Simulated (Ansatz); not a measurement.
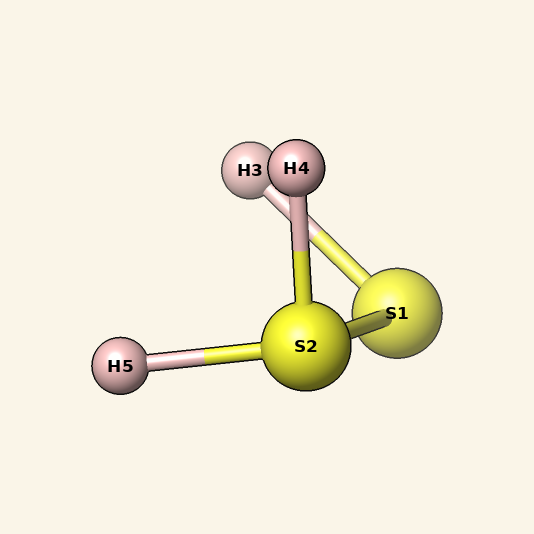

Figure made from data computed with Ansatz.

S1 lies behind S2. The molecule seen a little off the S2–S1 bond, S2 in front. Atoms fade into the background with distance from the viewer. Charge +1, singlet. Geometry: atoms displaced at random (about 0.07 Å) from a stationary point of GFN2-xTB.

What is the torsion angle H4–S2–S1–H3? The sign is positive where the front bond must turn clockwise to cover the back bond.

−50°, synclinal (gauche).
